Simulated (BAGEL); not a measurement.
# One shape, several levels: CH3BO (SMILES [BH3-]C#[O+])

Aim: a comparison of 4 runs (B3LYP/6-31G*, B3LYP/def2-TZVP, PBE0/def2-TZVP, RI-MP2/def2-TZVP) of CH3BO. 

Program for the calculation: BAGEL 1.2.2.

8 further runs of the same task are left out: 3 that didn't finish, 5 set aside as unsound or not needed.

### 1 Starting point

The species is CH3BO (6 atoms), meant as a singlet with charge 0. SMILES: `[BH3-]C#[O+]`. The shape is that of a PBE0-D4/def2-TZVP optimisation.

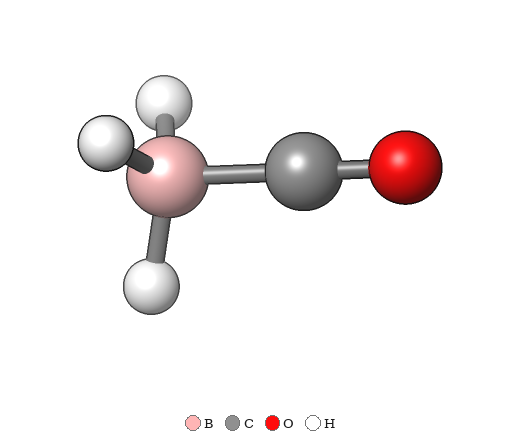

Viewed from a chosen angle; boron pink, carbon grey, oxygen red, hydrogen white.

### 2 The energy at B3LYP/6-31G(d) (density fitting with cc-pvqz-jkfit, spherical functions) (run 1)

input.json

```json
{ "bagel" : [

{
  "title" : "molecule",
  "basis" : "6-31gs.json",
  "df_basis" : "cc-pvqz-jkfit",
  "angstrom" : true,
  "geometry" : [
    { "atom" : "B", "xyz" : [      -0.275160,       0.419730,      -0.199910 ] },
    { "atom" : "C", "xyz" : [       0.494180,      -0.755680,       0.359250 ] },
    { "atom" : "O", "xyz" : [       1.068320,      -1.631140,       0.776320 ] },
    { "atom" : "H", "xyz" : [      -1.437140,       0.121710,      -0.050320 ] },
    { "atom" : "H", "xyz" : [       0.069540,       0.485120,      -1.356800 ] },
    { "atom" : "H", "xyz" : [       0.080260,       1.360240,       0.471460 ] }
  ]
},

{
  "title" : "ks",
  "xc_func" : "b3lyp"
},

{
  "title" : "print",
  "file" : "orbitals.molden",
  "orbitals" : true
}

]}
```

The basis set 6-31G* is read from a file made from the Basis Set Exchange's data (not shown).

Launch:

```sh
$ BAGEL_NUM_THREADS=1 BAGEL input.json > input.out
```

What it wrote:

```text
* using 1 threads per process

  ===============================================================
  ===============================================================

  *** Geometry ***

[... 19 lines left out ...]
    * Removing 9569 points whose weight is below 1.00e-10
[... 2 lines left out ...]
  === Nuclear Repulsion ===
    56.8302504860

       - DIIS with orbital gradients will be used.

  === KS iteration (b3lyp / 6-31gs.json) ===
      0       -115.45015207          0.17054420           0.10
      1       -102.27786964          0.18580214           0.09
      2       -112.59895270          0.23370034           0.08
[... 30 lines of this table left out ...]
     33       -139.96789972          0.00000001           0.08
    * SCF iteration converged.

    * Permanent dipole moment:
           (   -0.308509,     0.471809,    -0.224280) a.u.

    * METHOD: KS                                   2.90

    * METHOD: PRINT                                0.00

  ===============================================================
```

It took 3.3 s on 1 thread of Arm Neoverse V2, shared host; peak memory 0.2 GiB.

### 3 The energy at B3LYP/def2-TZVP (density fitting with cc-pvqz-jkfit) (run 2)

Edit input.json of step 2 so:

```diff
@@ -4,3 +4,3 @@
   "title" : "molecule",
-  "basis" : "6-31gs.json",
+  "basis" : "def2-tzvp.json",
   "df_basis" : "cc-pvqz-jkfit",
```

The basis set def2-TZVP is read from a file made from the Basis Set Exchange's data (not shown).

Launch:

```sh
$ BAGEL_NUM_THREADS=1 BAGEL input.json > input.out
```

What it wrote:

```text
* using 1 threads per process

  ===============================================================
  ===============================================================

  *** Geometry ***

[... 19 lines left out ...]
    * Removing 9569 points whose weight is below 1.00e-10
[... 2 lines left out ...]
  === Nuclear Repulsion ===
    56.8302504860

       - DIIS with orbital gradients will be used.

  === KS iteration (b3lyp / def2-tzvp.json) ===
      0       -104.80215258          0.17125309           0.24
      1       -100.65642475          0.14931126           0.23
      2       -107.84608324          0.20745089           0.23
[... 16 lines of this table left out ...]
     19       -140.03220500          0.00000001           0.23
    * SCF iteration converged.

    * Permanent dipole moment:
           (   -0.275734,     0.421635,    -0.200447) a.u.

    * METHOD: KS                                   5.02

    * METHOD: PRINT                                0.02

  ===============================================================
```

It took 5.4 s on 1 thread of Arm Neoverse V2, shared host; peak memory 0.42 GiB.

Run 3 isn't shown in full; the table further down has it.

### 4 A single-point energy at RI-MP2/def2-TZVP (density fitting with cc-pvqz-jkfit) (run 4)

job.json

```json
{ "bagel": [

{
  "title": "molecule",
  "basis": "def2-tzvp.json",
  "df_basis": "cc-pvqz-jkfit",
  "angstrom": true,
  "geometry": [
    { "atom": "B", "xyz": [   -0.275160,    0.419730,   -0.199910 ] },
    { "atom": "C", "xyz": [    0.494180,   -0.755680,    0.359250 ] },
    { "atom": "O", "xyz": [    1.068320,   -1.631140,    0.776320 ] },
    { "atom": "H", "xyz": [   -1.437140,    0.121710,   -0.050320 ] },
    { "atom": "H", "xyz": [    0.069540,    0.485120,   -1.356800 ] },
    { "atom": "H", "xyz": [    0.080260,    1.360240,    0.471460 ] }
  ]
},
{
  "title": "hf"
},
{
  "title": "mp2",
  "ncore": 3
}

]}
```

The basis set def2-TZVP is read from a file made from the Basis Set Exchange's data (not shown).

Launch:

```sh
$ BAGEL_NUM_THREADS=1 BAGEL job.json > job.out
```

What it wrote:

```text
* using 1 threads per process

  ===============================================================
  ===============================================================

  *** Geometry ***

[... 30 lines left out ...]
    * SCF iteration converged.
[... 1 line left out ...]
    * Permanent dipole moment:
[... 2 lines left out ...]
    * METHOD: HF                                   0.64

  *** RHF ***

  === Nuclear Repulsion ===
    56.8302504860

      * DIIS with orbital gradients will be used.

  === RHF iteration (def2-tzvp.json) ===
      0       -139.19657160          0.00000000           0.04
    * SCF iteration converged.

    * Permanent dipole moment:
           (   -0.335513,     0.513461,    -0.243955) a.u.

  === DF-MP2 calculation ===

    * freezing 3 orbitals
    * 3-index integral transformation done
    * assembly done

      MP2 correlation energy:   -0.4904492482      0.03

      MP2 total energy:       -139.6870208446

    * METHOD: MP2                                  0.13

  ===============================================================
```

Run time: 1.1 s. Hardware: 1 thread of Arm Neoverse V2, shared host.

### 5 The series

```
run                                                                   level  frozen core orbitals  energy (Eh)  dipole moment (D)  HOMO energy (eV)  LUMO energy (eV)  wall time
  1  B3LYP/6-31G* (density fitting with cc-pvqz-jkfit, spherical functions)                     –  -139.967900               1.54             -9.18             -1.41      3.3 s
  2                    B3LYP/def2-TZVP (density fitting with cc-pvqz-jkfit)                     –  -140.032205               1.38             -9.39             -1.66      5.4 s
  3                     PBE0/def2-TZVP (density fitting with cc-pvqz-jkfit)                     –  -139.853858               1.37             -9.59             -1.36      5.1 s
  4                   RI-MP2/def2-TZVP (density fitting with cc-pvqz-jkfit)                     3  -139.687021                  –                 –                 –      1.1 s
```

### 6 Outcome

| quantity | value |
| --- | --- |
| run 4: total energy | -139.68702 Eh |
| run 4: correlation energy (3 core orbitals frozen) | -490.4 mEh |

**Reading.** Over runs 1, 2, 3 the dipole moment (its size) runs from 1.37 D (PBE0/def2-TZVP) to 1.54 D (B3LYP/6-31G*). The two ends differ in method and basis. Over runs 1, 2, 3 the HOMO–LUMO gap runs from 7.73 eV (B3LYP/def2-TZVP) to 8.23 eV (PBE0/def2-TZVP). Totals of different functionals can't be ranked against each other. All runs together took 15 s, the longest 5.4 s.
